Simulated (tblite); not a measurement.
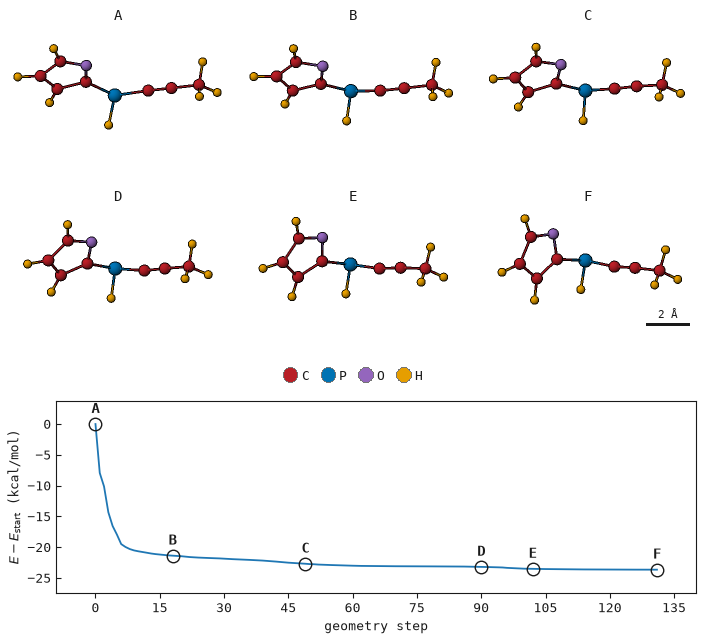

Frames of a relaxation of C7H7OP, marked on the history of the run. The picture is a ball-and-stick view, seen from a free direction.

All numbers below come from GFN2-xTB geometry optimisation, gas phase in tblite. 

> Describe the path.

Over 131 geometry steps the energy falls by 23.6 kcal/mol. The atom that moves furthest after the best rigid fit is an H atom (1.37 Å). Largest moves by element: H 1.37 Å, O 0.92 Å, P 0.87 Å, C 0.72 Å. Among the contacts that change: C–O 1.288 → 1.351 Å, C–P 1.805 → 1.766 Å, C–C 1.398 → 1.361 Å, H–P 1.439 → 1.403 Å. Bond angles that change, for instance: C–P–H 112.6° → 95.2°, P–C–O 131.5° → 116.2°, C–P–H 107.1° → 93.4°. From step 0 to 18: an H atom moves most (0.32 Å), energy −21.4 kcal/mol. From step 18 to 49: H atoms move most (0.42 Å), energy −1.31 kcal/mol. From step 49 to 90: H atoms move most (0.36 Å), energy −0.51 kcal/mol. From step 90 to 102: H atoms move most (0.41 Å), energy −0.32 kcal/mol. From step 102 to 131: an H atom moves most (0.48 Å), energy −0.13 kcal/mol.
